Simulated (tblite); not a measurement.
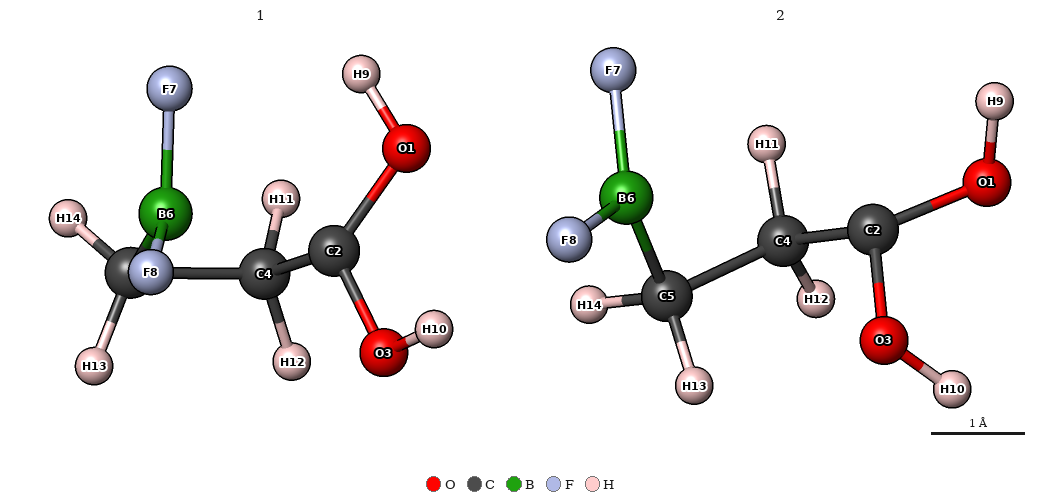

Two geometries of C3H6BF2O2 (multiplicity 2), drawn at one scale. One is the start of a relaxation, the other its converged end. Style: ball-and-stick. Shown face on.

The calculation used tblite 0.8.0, GFN2-xTB geometry optimisation, gas phase. 

### Which one is relaxed?

Structure 1 is the relaxed one. The energy falls by 141.8 kJ/mol in 173 geometry steps. The atom that moves furthest after the best rigid fit is H9 (1.27 Å). By element the largest moves are H 1.27 Å, F 1.15 Å, O 0.91 Å, B 0.67 Å, C 0.42 Å. Some distances before and after: C2–B6 2.754 → 1.989 Å, B6–F8 1.432 → 1.343 Å, B6–F7 1.446 → 1.359 Å, C2–O3 1.405 → 1.348 Å. Among the angles between lasting bonds that change: C4–C5–B6 104.9° → 95.7°, B6–C5–H14 106.8° → 115.7°, O1–C2–C4 113.0° → 121.6°. Groups turn about C2–O3 by about 75°, C2–C4 by about 55°, O1–C2 by about 55°.
